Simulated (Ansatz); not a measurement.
# CdMe(NH2) (CH₅CdN): single points with varied inputs

Aim: run CdMe(NH2) (CH₅CdN) under a spread of inputs, and see what each costs and gives.

Method: the settings change from run to run; program: Ansatz 0.2.0, Gaussian basis.

3 further runs of the same task are left out: 1 that didn't finish, 2 set aside as unsound or not needed.

### 1 The molecule

The geometry comes from an earlier relaxation with PBE-D4 in a triple-zeta def2 set; it is a stationary point, not always the lowest conformer. Cd takes a core potential in def2 sets; no spin-orbit term is included.

8 atoms, charge 0, spin multiplicity 1.

Atoms are counted from 1 here; the program's logs count them from 0.

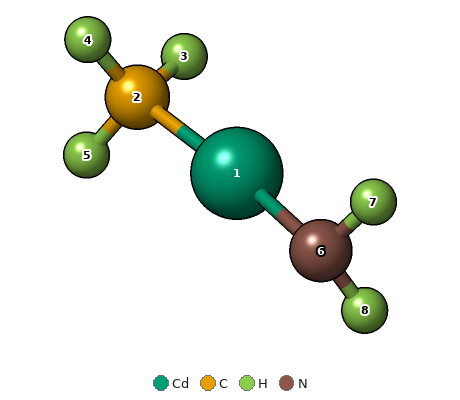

The structure; cadmium teal, carbon amber, hydrogen green, nitrogen brown; atoms are numbered from 1 in the order of the file.

### 2 PBE0/def2-SVPD

Options: finite nuclei, D3(BJ) with three-body dispersion, the search for lower states set to off.

Input file in.yaml:

```yaml
crystal:
  periodic: [false, false, false]
  atoms:
    - {symbol: Cd, position_ang: [0.000259, -0.048912, -0.325611]}
    - {symbol: C, position_ang: [-0.011198, 0.000884, 1.780702]}
    - {symbol: H, position_ang: [0.080378, 1.036136, 2.132650]}
    - {symbol: H, position_ang: [0.827805, -0.587201, 2.175354]}
    - {symbol: H, position_ang: [-0.950408, -0.423732, 2.158774]}
    - {symbol: N, position_ang: [0.010511, -0.285742, -2.351256]}
    - {symbol: H, position_ang: [0.837485, 0.139853, -2.779600]}
    - {symbol: H, position_ang: [-0.794851, 0.168714, -2.791003]}
basis:
  gaussian: {orbitals: def2-SVPD, nuclear_model: gaussian}
hamiltonian: {xc: {name: PBE0}, dispersion: d3bjatm}
scf: {lower_state_search: off}
output: {forces: true}
```

Launch:

```
ansatz run in.yaml --threads 4 --pin off --events-out ev --progress --plain --max-ram 3916MiB
```

The program printed, shortened:

```text
Functional definition: PBE0
  name "PBE0"
  cite "Adamo & Barone, J. Chem. Phys. 110, 6158 (1999) doi:10.1063/1.478522"
  cite "Perdew, Burke & Ernzerhof, Phys. Rev. Lett. 77, 3865 (1996) doi:10.1103/PhysRevLett.77.3865"
  parent pbe
[...]
1011 factors; their error is unknown
[...]
mean field -7167.27310052 eV, -263.3924282921 hartree, gradient 2.3e-6 eV, S^2 0.000000; 0 other end points of the search recorded, 0 dependent functions left out
[...]
reference -7167.27313375 eV, -263.3924295132 hartree; 19, 19 occupied and 95, 95 virtual orbitals, 1011 factors
Total energy: -7167.37819536 eV, -263.3962904559 hartree
Atom 0 at     0.000259    -0.048912    -0.325611 Å, force     0.004854    -0.111381     0.017662 eV/Å
Atom 1 at    -0.011198     0.000884     1.780702 Å, force     0.000092     0.018474    -0.283133 eV/Å
Atom 2 at     0.080378     1.036136     2.132650 Å, force     0.001273     0.024364     0.079152 eV/Å
Atom 3 at     0.827805    -0.587201     2.175354 Å, force     0.015022    -0.007982     0.054111 eV/Å
Atom 4 at    -0.950408    -0.423732     2.158774 Å, force    -0.019496    -0.005705     0.061786 eV/Å
Atom 5 at     0.010511    -0.285742    -2.351256 Å, force     0.002801     0.359857     0.034499 eV/Å
Atom 6 at     0.837485     0.139853    -2.779600 Å, force    -0.209129    -0.134777     0.017269 eV/Å
Atom 7 at    -0.794851     0.168714    -2.791003 Å, force     0.204582    -0.142850     0.018654 eV/Å
Dipole moment:     0.002351     0.237193     0.143549 e Å
Checks for a lower state left out: stability, starts, cluster_reference, orbital_swaps, neighbouring_geometries, increment
```

Run time: 1.8 s. Hardware: 4 threads of Intel Xeon at 2.50GHz, shared host.

Largest force 0.362 eV/Å, dipole 1.33 D.

### 3 RPBE/def2-SVP

This run has coordinates scaled by 1.12, a grid of angular degree 23, D3(BJ) with three-body dispersion, the search for lower states set to off.

Input file in.yaml:

```yaml
crystal:
  periodic: [false, false, false]
  atoms:
    - {symbol: Cd, position_ang: [0.000290, -0.054781, -0.364684]}
    - {symbol: C, position_ang: [-0.012541, 0.000991, 1.994387]}
    - {symbol: H, position_ang: [0.090023, 1.160472, 2.388567]}
    - {symbol: H, position_ang: [0.927141, -0.657665, 2.436396]}
    - {symbol: H, position_ang: [-1.064457, -0.474580, 2.417827]}
    - {symbol: N, position_ang: [0.011772, -0.320031, -2.633407]}
    - {symbol: H, position_ang: [0.937983, 0.156635, -3.113152]}
    - {symbol: H, position_ang: [-0.890234, 0.188960, -3.125923]}
basis:
  gaussian: {orbitals: def2-SVP, final_grid: {core_spheres: 8, valence_spheres: 7, degree: 23}}
hamiltonian: {xc: {name: RPBE}, dispersion: d3bjatm}
scf: {lower_state_search: off}
output: {forces: true}
```

Same command.

The program printed, shortened:

```text
Functional definition: RPBE
  name "RPBE"
  cite "Hammer, Hansen & Nørskov, Phys. Rev. B 59, 7413 (1999) doi:10.1103/PhysRevB.59.7413"
  cite "Perdew, Burke & Ernzerhof, Phys. Rev. Lett. 77, 3865 (1996) doi:10.1103/PhysRevLett.77.3865"
[...]
928 factors; their error is unknown
[...]
mean field -7170.68349645 eV, -263.5177580306 hartree, gradient 2.6e-6 eV, S^2 0.000000; 0 other end points of the search recorded, 0 dependent functions left out
[...]
reference -7170.68354750 eV, -263.5177599066 hartree; 19, 19 occupied and 65, 65 virtual orbitals, 928 factors
Total energy: -7171.34719680 eV, -263.5421485687 hartree
Atom 0 at     0.000290    -0.054781    -0.364684 Å, force     0.010404     0.121793    -0.296492 eV/Å
Atom 1 at    -0.012541     0.000991     1.994387 Å, force    -0.017346    -0.046608     1.253747 eV/Å
Atom 2 at     0.090023     1.160472     2.388567 Å, force    -0.227419    -2.587414    -0.946498 eV/Å
Atom 3 at     0.927141    -0.657665     2.436396 Å, force    -2.098788     1.469896    -1.015982 eV/Å
Atom 4 at    -1.064457    -0.474580     2.417827 Å, force     2.348708     1.060116    -0.972577 eV/Å
Atom 5 at     0.011772    -0.320031    -2.633407 Å, force     0.038990     1.946085    -0.888324 eV/Å
Atom 6 at     0.937983     0.156635    -3.113152 Å, force    -2.709334    -0.933869     1.414836 eV/Å
Atom 7 at    -0.890234     0.188960    -3.125923 Å, force     2.654784    -1.029999     1.451289 eV/Å
Dipole moment:     0.002247     0.200891     0.097510 e Å
Checks for a lower state left out: stability, starts, cluster_reference, orbital_swaps, neighbouring_geometries, increment
```

Wall time 0.86 s (4 threads of Intel Xeon at 2.50GHz, shared host).

Largest force 3.196 eV/Å, dipole 1.07 D.

### 4 SPW92/def2-SVPD

Options: density fitting with def2-universal-jkfit, the search for lower states set to full.

Input file in.yaml:

```yaml
crystal:
  periodic: [false, false, false]
  atoms:
    - {symbol: Cd, position_ang: [0.000259, -0.048912, -0.325611]}
    - {symbol: C, position_ang: [-0.011198, 0.000884, 1.780702]}
    - {symbol: H, position_ang: [0.080378, 1.036136, 2.132650]}
    - {symbol: H, position_ang: [0.827805, -0.587201, 2.175354]}
    - {symbol: H, position_ang: [-0.950408, -0.423732, 2.158774]}
    - {symbol: N, position_ang: [0.010511, -0.285742, -2.351256]}
    - {symbol: H, position_ang: [0.837485, 0.139853, -2.779600]}
    - {symbol: H, position_ang: [-0.794851, 0.168714, -2.791003]}
basis:
  gaussian: {orbitals: def2-SVPD, fitting: {mean_field: def2-universal-jkfit}}
hamiltonian: {xc: {name: SPW92}}
scf: {lower_state_search: full}
output: {forces: true}
```

Launched as before.

The program printed, shortened:

```text
Functional definition: SPW92
  name "SPW92"
  cite "Dirac, Proc. Camb. Phil. Soc. 26, 376 (1930) doi:10.1017/S0305004100016108"
  cite "Slater, Phys. Rev. 81, 385 (1951) doi:10.1103/PhysRev.81.385"
  cite "Perdew & Wang, Phys. Rev. B 45, 13244 (1992) doi:10.1103/PhysRevB.45.13244"
[...]
497 factors; integrals over basis functions are off by at most 2.4e-1 eV
[...]
mean field -7139.71200549 eV, -262.3795767310 hartree, gradient 5.3e-5 eV, S^2 0.000000; 2 other end points of the search recorded, 0 dependent functions left out
[...]
reference -7139.71204626 eV, -262.3795782293 hartree; 19, 19 occupied and 95, 95 virtual orbitals, 497 factors
Total energy: -7139.71204626 eV, -262.3795782293 hartree
Atom 0 at     0.000259    -0.048912    -0.325611 Å, force     0.004988    -0.114179     0.024590 eV/Å
Atom 1 at    -0.011198     0.000884     1.780702 Å, force     0.005173    -0.003860    -0.903481 eV/Å
Atom 2 at     0.080378     1.036136     2.132650 Å, force     0.028424     0.328931     0.107394 eV/Å
Atom 3 at     0.827805    -0.587201     2.175354 Å, force     0.262460    -0.185845     0.102601 eV/Å
Atom 4 at    -0.950408    -0.423732     2.158774 Å, force    -0.296267    -0.134974     0.104338 eV/Å
Atom 5 at     0.010511    -0.285742    -2.351256 Å, force    -0.008172     0.039734     0.783319 eV/Å
Atom 6 at     0.837485     0.139853    -2.779600 Å, force     0.213945     0.031766    -0.107139 eV/Å
Atom 7 at    -0.794851     0.168714    -2.791003 Å, force    -0.210551     0.038427    -0.111622 eV/Å
Dipole moment:     0.002387     0.228124     0.139682 e Å
```

Run time: 1.9 s. Hardware: 4 threads of Intel Xeon at 2.50GHz, shared host.

Largest force 0.904 eV/Å, dipole 1.28 D.

### 5 All runs side by side

```
          level  charge  multiplicity  geometry  functions  energy (eV)    time
 PBE0/def2-SVPD       0             1   relaxed        114    -7167.378   1.8 s
  RPBE/def2-SVP       0             1    scaled         84    -7171.347  0.86 s
SPW92/def2-SVPD       0             1   relaxed        114    -7139.712   1.9 s
```

### 6 Outcome

| quantity | value |
| --- | --- |
| runs | 3 |
| quickest | RPBE/def2-SVP, 0.86 s |
| slowest | SPW92/def2-SVPD, 1.9 s |
| spread of total energies, same state and geometry | 27.7 eV |
| dipole, same state and geometry | 1.28 to 1.33 D |

Run time spans a factor of 2, from RPBE/def2-SVP to SPW92/def2-SVPD. The jobs differ in tasks and options as well as level. Total energies at one charge and spin differ by 28 eV between levels, so only differences within one level mean anything. At the PBE-D4/def2-TZVP geometry and in the same state, runs without warnings or point charges leave forces up to 0.90 eV/Å (SPW92/def2-SVPD), against 3.2 eV/Å where the atoms were moved.
